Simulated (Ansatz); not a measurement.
A series of calculations on SiN2H9OCl

Part 1: Relaxation

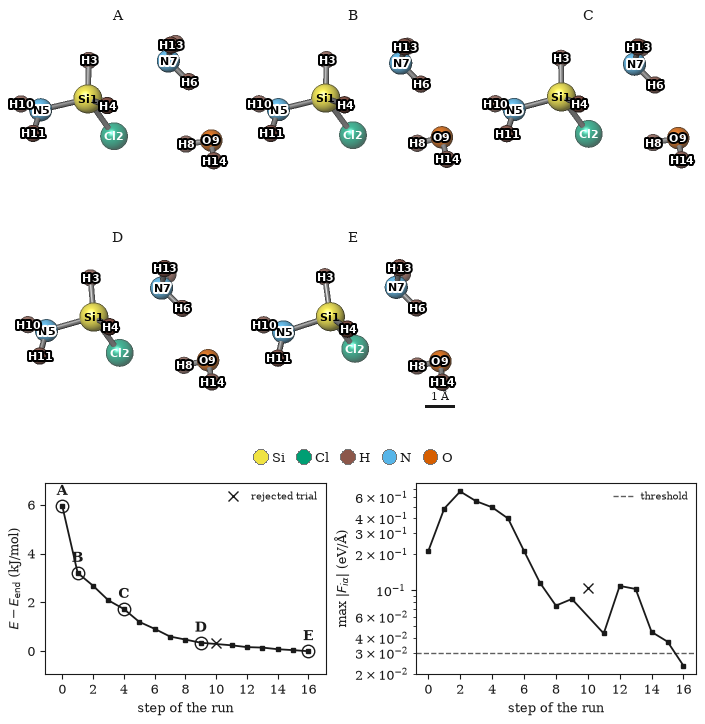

Frames of a relaxation of SiN₂H₉OCl, marked on the history of the run. Style: ball-and-stick. Shown face on.

The run prepares an end point of a later path (reaction) calculation, from a guessed geometry.

Computed with RKS PBE0-D4/def2-mTZVP (Ansatz 0.2.0).

Input file:
```yaml
crystal:
  periodic: [false, false, false]
  atoms:
    - { symbol: Si, position_ang: [-0.830383, 0.525958, -1.061729] }
    - { symbol: Cl, position_ang: [-0.501132, -1.572141, -0.992966] }
    - { symbol: H, position_ang: [0.327296, 1.104556, -1.762392] }
    - { symbol: H, position_ang: [-1.114909, 0.942899, 0.32091] }
    - { symbol: "N", position_ang: [-2.211694, 0.9286, -1.985094] }
    - { symbol: H, position_ang: [1.656317, -0.013204, 1.470804] }
    - { symbol: "N", position_ang: [1.700349, 0.703807, 0.74886] }
    - { symbol: H, position_ang: [0.57395, -2.120523, 1.341891] }
    - { symbol: O, position_ang: [1.043434, -2.074915, 2.189007] }
    - { symbol: H, position_ang: [-2.194294, 0.850492, -2.99211] }
    - { symbol: H, position_ang: [-3.139089, 0.745142, -1.629485] }
    - { symbol: H, position_ang: [2.590921, 0.582871, 0.275993] }
    - { symbol: H, position_ang: [1.746943, 1.599662, 1.225839] }
    - { symbol: H, position_ang: [0.352289, -2.203204, 2.850374] }
basis:
  gaussian: { orbitals: def2-mTZVP }
hamiltonian:
  xc: pbe0
  dispersion: d4
relax:
  f_tol: 0.03
  max_steps: 50
```

Command:
```bash
ansatz run input.yaml --threads 4 --pin off --max-ram 5120MiB --backend cpu --events-out ev --progress --plain --runs-dir out
```

Q: What happens along the run?

A: The atom that moves furthest after the best rigid fit is H12 (0.45 Å). Largest moves by element: H 0.45 Å, Cl 0.41 Å, Si 0.31 Å, N 0.30 Å, O 0.25 Å. Some distances before and after: Si1–N7 3.117 → 2.522 Å, Si1–N5 1.710 → 1.728 Å, Si1–Cl2 2.125 → 2.139 Å. Among the angles between lasting bonds that change: H3–Si1–H4 119.2° → 125.8°, H3–Si1–N5 106.6° → 101.5°, Cl2–Si1–N5 112.0° → 107.5°. After 15 accepted moves (16 points after the start) the energy has fallen by 5.95 kJ/mol. The largest force component goes from 0.21 to 0.023 eV/Å. The line search rejected the trial step at point 10 of the run. From step 0 to 1: O9 moves most (0.19 Å), energy −2.74 kJ/mol. From step 1 to 4: H12 moves most (0.08 Å), energy −1.48 kJ/mol. From step 4 to 9: H12 moves most (0.21 Å), energy −1.38 kJ/mol. From step 9 to 16: H14 moves most (0.20 Å), energy −0.35 kJ/mol.

```
step  E − E(0), kJ/mol  largest force component, eV/Å      note
   0              0.00                         0.2133          
   1             -2.74                         0.4829          
   2             -3.27                         0.6711          
   3             -3.87                         0.5564          
   4             -4.22                         0.4950          
   5             -4.75                         0.3992          
   6             -5.04                         0.2138          
   7             -5.35                         0.1159          
   8             -5.48                         0.0747          
   9             -5.61                         0.0848          
  10             -5.60                         0.1039  rejected
  11             -5.71                         0.0437          
  12             -5.79                         0.1091          
  13             -5.81                         0.1029          
  14             -5.87                         0.0450          
  15             -5.91                         0.0373          
  16             -5.95                         0.0235
```

Part 2: Relaxation

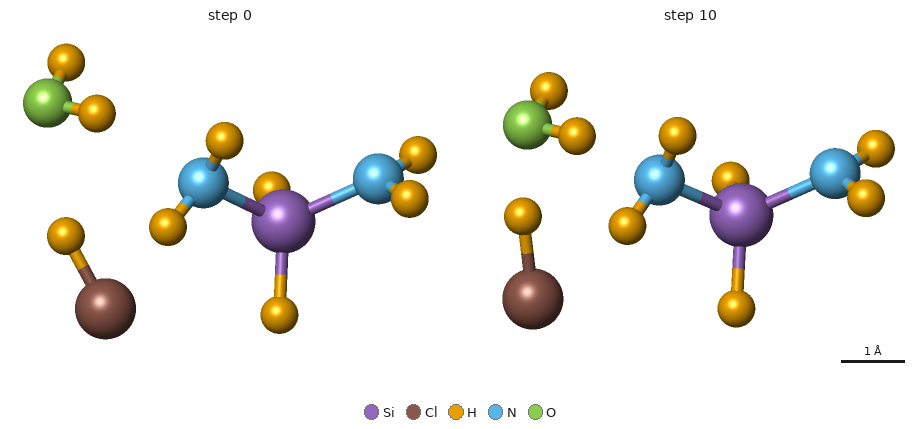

The structure of SiN$_{2}$H$_{9}$OCl before (left) and after (right) a relaxation, at one scale.

Style: ball-and-stick. Shown at a tilt.

The run prepares an end point of a later path (reaction) calculation, from a guessed geometry.

The calculation used RKS PBE0-D4/def2-mTZVP in Ansatz.

The input:
```yaml
crystal:
  periodic: [false, false, false]
  atoms:
    - { symbol: Si, position_ang: [-0.620124, 0.33576, -0.970374] }
    - { symbol: Cl, position_ang: [0.792339, -2.770101, -0.584224] }
    - { symbol: H, position_ang: [-0.163978, -0.317315, -2.226009] }
    - { symbol: H, position_ang: [-1.547205, -0.552107, -0.228261] }
    - { symbol: "N", position_ang: [-1.516942, 1.791144, -1.19166] }
    - { symbol: H, position_ang: [0.978812, -0.518546, 1.933279] }
    - { symbol: "N", position_ang: [0.841138, 0.719551, -0.013066] }
    - { symbol: H, position_ang: [0.958089, -2.570438, 0.705922] }
    - { symbol: O, position_ang: [1.112461, -1.262244, 2.542585] }
    - { symbol: H, position_ang: [-1.235132, 2.510807, -1.840415] }
    - { symbol: H, position_ang: [-2.516011, 1.793868, -1.055025] }
    - { symbol: H, position_ang: [1.725328, 0.450344, -0.424431] }
    - { symbol: H, position_ang: [0.888363, 1.685275, 0.288846] }
    - { symbol: H, position_ang: [0.302862, -1.295998, 3.062735] }
basis:
  gaussian: { orbitals: def2-mTZVP }
hamiltonian:
  xc: pbe0
  dispersion: d4
relax:
  f_tol: 0.03
  max_steps: 50
output:
  orbitals: {}
```

Command:
```bash
ansatz run input.yaml --threads 4 --pin off --max-ram 5120MiB --backend cpu --events-out ev --progress --plain --runs-dir out
```

> What changed between the two?

The atom that moves furthest after the best rigid fit is H14 (0.58 Å). By element the largest moves are H 0.58 Å, Cl 0.55 Å, O 0.47 Å, N 0.11 Å, Si 0.11 Å. Near-neighbour distances that change, for instance: Cl2–H8 1.316 → 1.368 Å, Si1–N7 1.789 → 1.761 Å, H6–O9 0.971 → 0.998 Å. Over 9 accepted moves (10 points after the start) the energy falls by 7.19 kcal/mol. Largest force component: 0.73 eV/Å at the start, 0.025 eV/Å at the end. The line search rejected the trial step at point 4 of the run.

Part 3: Path

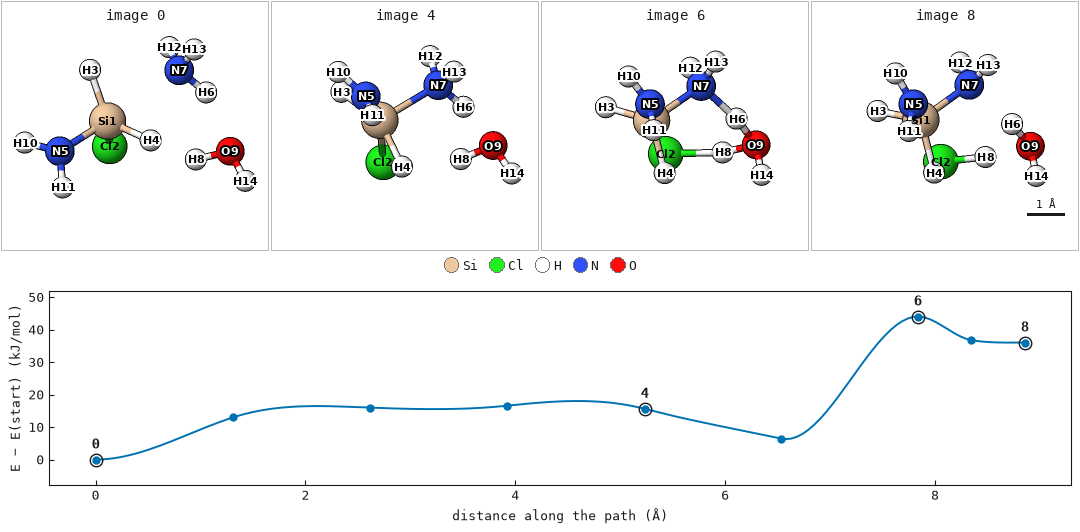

NEB run on SiN2H9OCl. Images are numbered from 0 (start) to 8 (end). The picture is a ball-and-stick view, seen at a tilt.

The calculation used RKS PBE0-D4/def2-mTZVP in Ansatz 0.2.0. Settings: 7 movable images; climbing image; force threshold 0.05 eV/Å; iteration limit 60; starting path through a guess of the saddle point.

> Read off the barrier and say what moves.

The path has more than one stage, and so few images may leave a stage unresolved. Breaking: H6–N7 (1.02 → 1.43 at the top → 1.78 Å), H8–O9 (0.97 → 1.13 at the top → 1.55 Å), Si1–Cl2 (2.14 → 3.32 at the top → 3.84 Å). Forming: Cl2–H8 (2.40 → 1.65 at the top → 1.37 Å), H6–O9 (2.08 → 1.11 at the top → 1.00 Å), Si1–N7 (2.52 → 1.80 at the top → 1.76 Å). Forward barrier 44.0 kJ/mol, backward barrier 8.0 kJ/mol, with image 6 at the top; the reaction energy is +36.0 kJ/mol. The profile has 2 maxima (images 3, 6) with a dip at image 5 (+6.5 kJ/mol), so the process runs in steps. The band converged in 26 iterations. The largest component of the band force went from 5 to 0.041 eV/Å. The climbing image converged on the top of the path. Its vibrational analysis gives one imaginary mode (461i cm⁻¹), as a transition state must have.
